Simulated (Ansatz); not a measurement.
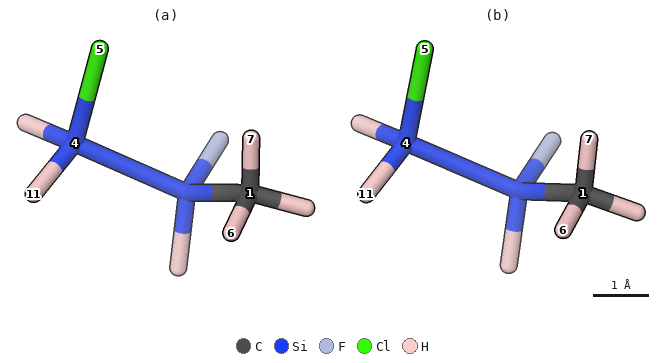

The structure of CH6ClFSi2 before (left) and after (right) a relaxation, at one scale.

The picture is a stick view, seen from a free direction.

The start comes from PBE-D4/def2-SVP.

All numbers below come from RKS PBE0-D4/def2-TZVP (Ansatz). Settings: force threshold 0.005 eV/Å; at most 150 steps.

Q: Describe what moved and what it gained.

A: Over 6 geometry steps the energy falls by 6.47 kJ/mol. Largest force component: 0.91 eV/Å at the start, 0.0043 eV/Å at the end. The Cl atom moves most after the best rigid fit: 0.13 Å. Largest moves by element: Cl 0.13 Å, H 0.12 Å, F 0.05 Å, Si 0.04 Å, C 0.02 Å. Some distances before and after: F–Si 1.649 → 1.608 Å, Cl–Si 2.099 → 2.067 Å, H–Si 1.504 → 1.484 Å, C–Si 1.873 → 1.855 Å. Among the angles between lasting bonds that change: Si–Si–Cl 105.6° → 108.4°, C–Si–Si 109.2° → 111.3°.
